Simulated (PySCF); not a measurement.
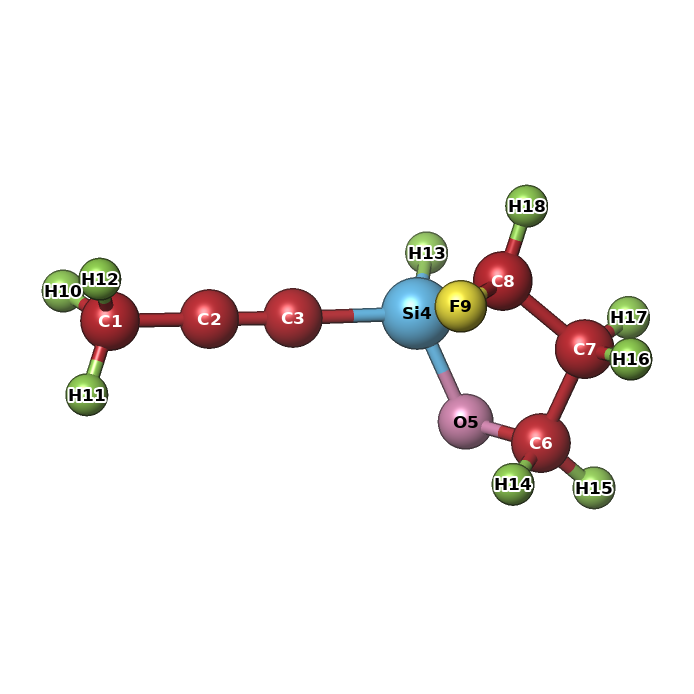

The geometry was computed by an optimisation with PBE0-D3(BJ)/def2-SVP. No frequency run is at hand to confirm it as a minimum. Properties computed with delta-SCF UKS SCAN, pcX-2 on the ionised atom, pcseg-1 elsewhere, spin-free X2C (PySCF 2.14.0).

Give the core-electron binding energies (to vacuum; p and d levels without spin–orbit splitting) of C1 1s, C2 1s, C3 1s, Si4 1s, Si4 2p, O5 1s, C6 1s, C7 1s, C8 1s, F9 1s.

```json
{"atom": "C1", "level": "1s", "binding energy (eV)": "291.7"}
{"atom": "C2", "level": "1s", "binding energy (eV)": "290.4"}
{"atom": "C3", "level": "1s", "binding energy (eV)": "289.6"}
{"atom": "Si4", "level": "1s", "binding energy (eV)": "1847.0"}
{"atom": "Si4", "level": "2p", "binding energy (eV)": "107.3"}
{"atom": "O5", "level": "1s", "binding energy (eV)": "537.6"}
{"atom": "C6", "level": "1s", "binding energy (eV)": "292.1"}
{"atom": "C7", "level": "1s", "binding energy (eV)": "290.9"}
{"atom": "C8", "level": "1s", "binding energy (eV)": "292.1"}
{"atom": "F9", "level": "1s", "binding energy (eV)": "691.9"}
```
